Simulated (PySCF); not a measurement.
```yaml
atoms:
  - { symbol: C, position_ang: [3.2081, 0.1130, 0.9480] }
  - { symbol: Si, position_ang: [1.6409, -0.6262, 0.1971] }
  - { symbol: S, position_ang: [0.0194, 0.5439, 1.0234] }
  - { symbol: Si, position_ang: [-1.6988, -0.3203, 0.0950] }
  - { symbol: C, position_ang: [-3.1492, 0.8699, 0.2510] }
  - { symbol: F, position_ang: [-1.3668, -0.5265, -1.4749] }
  - { symbol: H, position_ang: [4.0805, -0.4672, 0.6649] }
  - { symbol: H, position_ang: [3.1517, 0.1308, 2.0326] }
  - { symbol: H, position_ang: [3.3613, 1.1349, 0.6125] }
  - { symbol: H, position_ang: [1.5994, -0.5028, -1.2557] }
  - { symbol: H, position_ang: [1.4188, -2.0115, 0.6111] }
  - { symbol: H, position_ang: [-1.9224, -1.6770, 0.5591] }
  - { symbol: H, position_ang: [-2.9180, 1.8301, -0.2026] }
  - { symbol: H, position_ang: [-4.0270, 0.4665, -0.2444] }
  - { symbol: H, position_ang: [-3.4022, 1.0503, 1.2904] }
```

Geometry: GFN2-xTB.

Computed with CAM-B3LYP/def2-SVPD, SCF density, gas phase in PySCF.

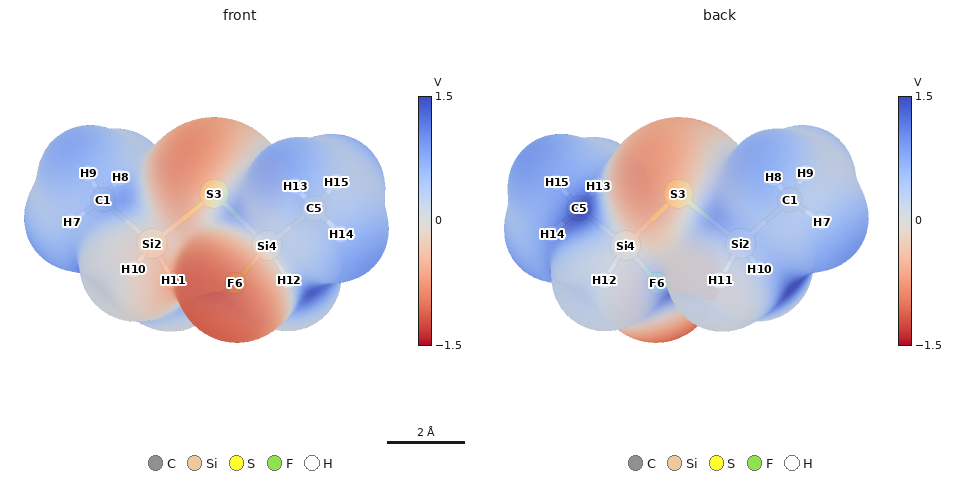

C2H9FSSi2. The electrostatic potential painted on the density surface at 0.002 e/bohr³, seen from the front and from behind; red is negative and blue positive.

Q: Where is the surface potential most negative and most positive?

A: The most negative region (about −1.1 V) lies over F6, the most positive (about +1.4 V) over Si2 and Si4.
